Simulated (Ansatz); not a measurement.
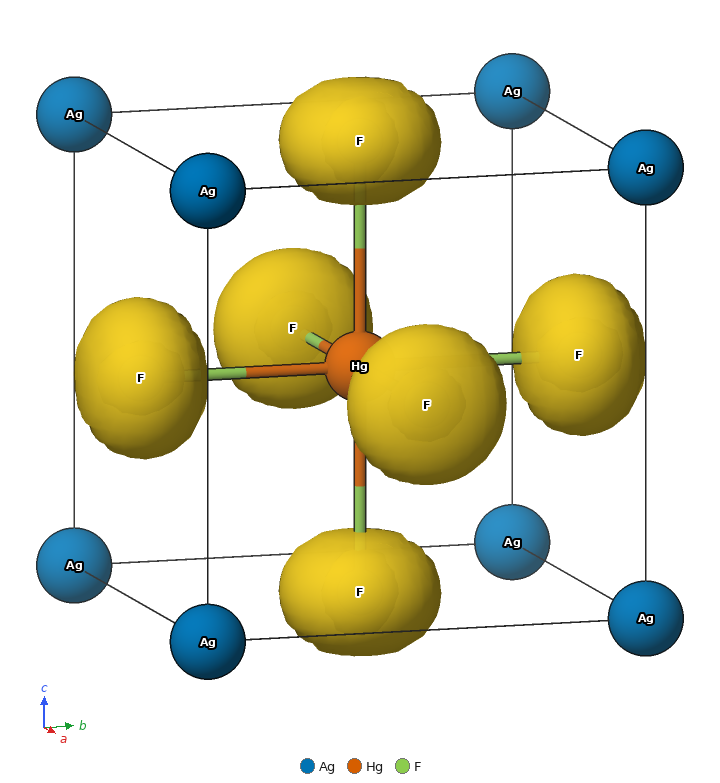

AgHgF3. Isosurface of the electron localisation function at 0.75 (yellow), seen slightly off an axis. Only the valence region is drawn (cores and ρ < 0.01 e/Å³ removed). Sticks mark near contacts.

Space group Pm-3m; a structure from a database of computed crystals, not necessarily the ambient phase; started from the KZnF3-221 prototype, which need not be the ambient phase.

The calculation used Ansatz 0.2.0, DFT, PBEsol, plane waves, PAW.

Core electrons are frozen (PAW), and the valence fields are smoothed inside the atomic spheres.

**Where are the electrons localised?**

The ELF exceeds this value in three regions wrapped around F (the valence shell of each), counted in one cell of 5 atoms. Any copies at cell faces, edges or corners count once.

Values along the shortest contacts:
Hg–F (2.22 Å): the ELF is about 0.15 at the midpoint: no localised pair shows between them. Ag–F (3.14 Å): the ELF is about 0 at the midpoint (no shared electron pair shows on this line).
